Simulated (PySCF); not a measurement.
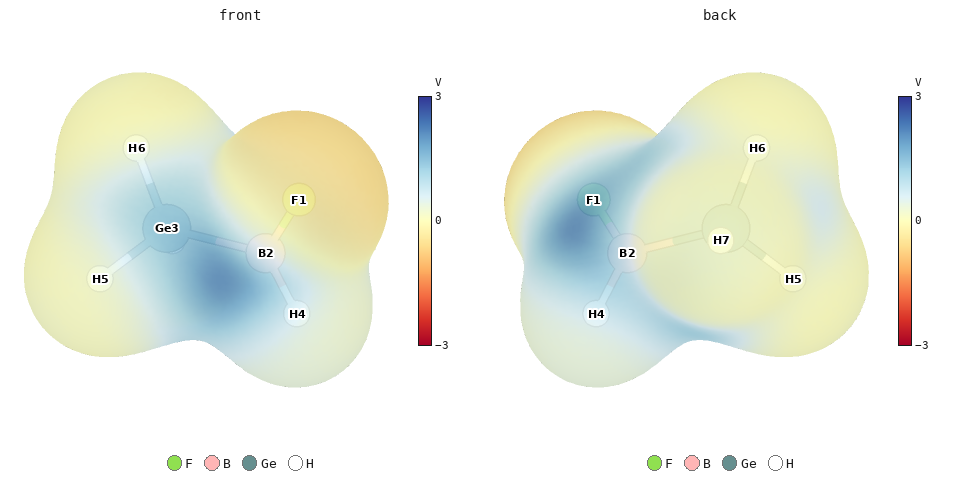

Figure 1: BFGeH₄. The molecular electrostatic potential painted on the density surface at 0.002 e/bohr³, seen from the front and from behind; the colour scale runs from red (negative) to blue (positive).

Geometry: GFN2-xTB.

These are results of CAM-B3LYP/def2-SVPD, SCF density, gas phase (PySCF 2.14.0), not measurements.

```yaml
atoms:
  - { symbol: F, position_ang: [1.9324, 1.0290, -0.1393] }
  - { symbol: B, position_ang: [1.2330, -0.0657, 0.0152] }
  - { symbol: Ge, position_ang: [-0.7841, 0.0257, -0.0129] }
  - { symbol: H, position_ang: [1.8574, -1.0505, 0.1620] }
  - { symbol: H, position_ang: [-1.4310, -0.4833, 1.2342] }
  - { symbol: H, position_ang: [-1.3920, 1.3731, -0.2164] }
  - { symbol: H, position_ang: [-1.4124, -0.8233, -1.0699] }
```

> Where is the surface potential most negative and most positive?

The most negative region (about −0.6 V) lies over F1, the most positive (about +2.1 V) over B2.
